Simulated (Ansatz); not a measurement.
System (SMILES): [BH2] (BH2), doublet.
Atoms: B1, H2, H3. Bonds: B1-H2, B1-H3.

Basis-set convergence of the lowest harmonic wavenumber at PBE0 with Ansatz (a quantum-chemistry and plane-wave program). Each level at its own minimum, finite differences of forces, unscaled; the reference is a large set that could be run, not a limit. All functions are spherical. The program fits the integrals of some runs and decomposes those of others, by size. Open shells are unrestricted. No added dispersion term, no relativity. Reference: the value in def2-QZVPPD, 979 cm⁻¹. Deviations are taken from unrounded values.

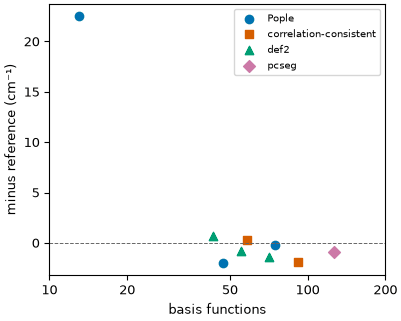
Figure: Deviation from the reference against the number of basis functions, by family of sets.

```
basis              functions  lowest harmonic wavenumber (cm⁻¹)  minus reference (cm⁻¹)
-----------------  ---------  ---------------------------------  ----------------------
6-31G                     13                               1002                      22
def2-TZVP                 43                                980                       1
6-311++G(2d,2p)           47                                977                      -2
def2-TZVPD                55                                978                      -1
cc-pVTZ                   58                                980                       0
def2-TZVPPD               71                                978                      -1
6-311++G(3df,3pd)         75                                979                       0
aug-cc-pVTZ               92                                977                      -2
pcseg-3                  126                                978                      -1
```
